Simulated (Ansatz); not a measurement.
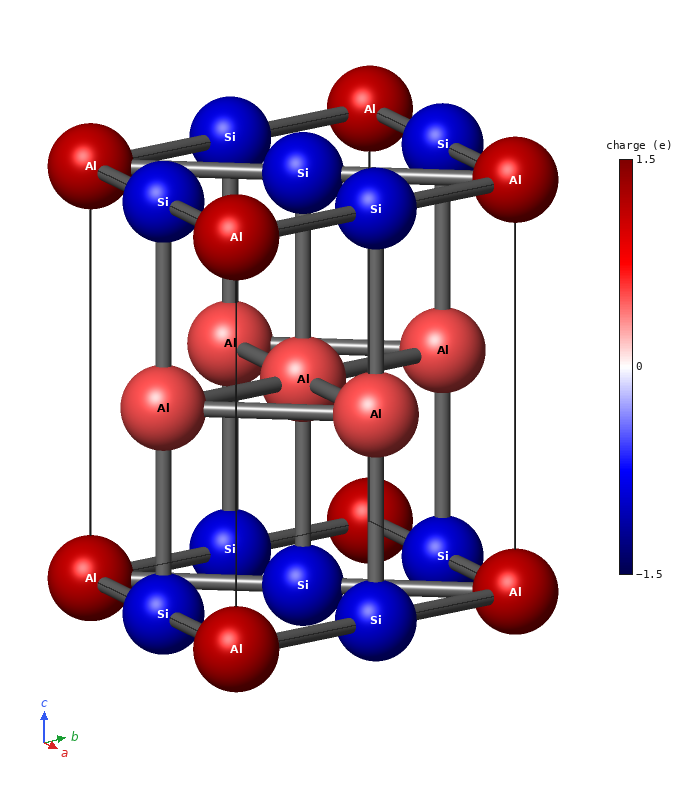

Shown here is a ball-and-stick view of the crystal, taken slightly off an axis. The parallelepiped is the simulation cell. The atoms of this Al$_{4}$Si$_{3}$ cell are coloured by their Bader charge.

Level of theory and settings: DFT PBE, scalar-relativistic, plane waves, PAW in Ansatz 0.2.0, 420 eV cutoff, a 9×9×8 mesh of k-points, Gaussian smearing of 0.1 eV, no spin polarisation.

### Describe the charge distribution among the elements.

Most positive: Al; most negative: Si. Charges: about Al +0.5 to +1.1 e; Si -0.9 e.

Origin of the cell: a random cell made by a generator, so it need not be a real form of the compound. Earlier steps of the study may have refined or changed the cell and positions. It was run through Ansatz as a DFT input.
